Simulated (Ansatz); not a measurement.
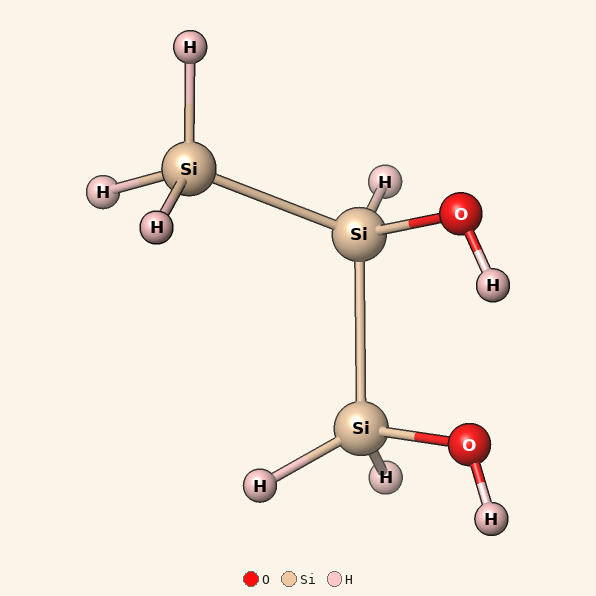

Distant atoms are faded towards the background colour. Computed geometry: PBE-D4/def2-SVP optimisation. No frequency run is at hand to confirm it as a minimum.

List the symmetry elements and name the point group.

Answer. It has no symmetry element but the identity, so the point group is C1. The group has 1 operation. The geometry is chiral, and symmetry allows a dipole moment.
